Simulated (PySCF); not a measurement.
# CS (carbon monosulfide) at PBE/STO-6G

Aim: the energy change on altering one bond length of CS (carbon monosulfide) at PBE/STO-6G, from 2 runs. The job is set up through a Python script.

Program for the calculation: PySCF 2.14.0.

21 further runs of the same task are left out: 10 that didn't finish, 11 set aside as unsound or not needed.

## 1. The molecule

CS has 2 atoms, charge 0, and is taken as a singlet. SMILES: `[C-]#[S+]`. The bond length is the measured one.

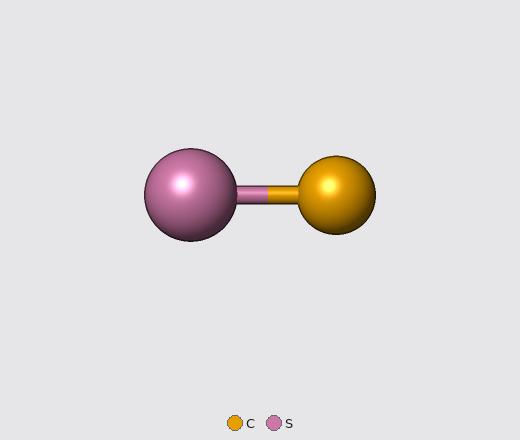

Viewed from a chosen angle; carbon amber, sulfur pink.

## 2. A single-point energy at PBE/STO-6G

File input.py:

```python
from pyscf import gto, dft

molecule = gto.M(
    atom='C 0.000000 0.000000 0.000000; S 0.000000 0.000000 1.534941',
    charge=0,
    basis='sto-6g',
    spin=0,
    verbose=3,
    max_memory=1860,
)

mf = dft.RKS(molecule)
mf.xc = 'pbe'
mf.conv_tol = 1e-10
mf.grids.level = 5
mf.kernel()
if not mf.converged:
    mf = mf.newton().run(mf.mo_coeff, mf.mo_occ)

etot = mf.e_tot
print('E(%s) = %.9f' % ('PBE', etot))
```

Command:

```
$ OMP_NUM_THREADS=1 python input.py
```

Standard output:

```text
converged SCF energy = -434.478443179701
E(PBE) = -434.478443180
```

Wall time 1.5 s (1 thread of Arm Neoverse V1, shared host); peak memory 0.16 GiB.

## 3. The distorted shape, same level

File job.py:

```python
from pyscf import gto, dft

mol = gto.M(
    atom='''
C    0.000000   0.000000  -0.306959
S    0.000000   0.000000   1.534941
''',
    basis='sto-6g',
    max_memory=1860,
    verbose=3,
)

ks = dft.RKS(mol)
ks.xc = 'pbe'
ks.conv_tol = 1e-10
ks.grids.level = 5
ks.kernel()
if not ks.converged:
    ks = ks.newton().run(ks.mo_coeff, ks.mo_occ)

e_final = ks.e_tot
print(f'total energy: {e_final:.8f} hartree')
```

Command:

```
$ OMP_NUM_THREADS=1 python job.py
```

Standard output:

```text
converged SCF energy = -434.432295353942
total energy: -434.43229535 hartree
```

Wall time 2 s (1 thread of Arm Neoverse V1, shared host); peak memory 0.16 GiB.

## 4. Summary of results

At PBE/STO-6G:

```
                                                         quantity          value
                                        first shape: total energy  -434.47844 Eh
                                       first shape: dipole moment         1.64 D
                                         first shape: HOMO energy       -3.56 eV
                                         first shape: LUMO energy        0.79 eV
                                       first shape: HOMO–LUMO gap        4.35 eV
                                    distorted shape: total energy  -434.43230 Eh
                                   distorted shape: dipole moment         0.83 D
                                     distorted shape: HOMO energy       -4.07 eV
                                     distorted shape: LUMO energy       -0.25 eV
                                   distorted shape: HOMO–LUMO gap        3.82 eV
energy change with the C1–S2 bond stretched from 1.535 to 1.842 Å       1.256 eV
```

What this shows: With the C1–S2 bond stretched from 1.535 to 1.842 Å the energy rises by 1.26 eV (121 kJ/mol). The first shape isn't relaxed at this level, so the change isn't measured from a minimum. The minimal basis adds a large error of its own.
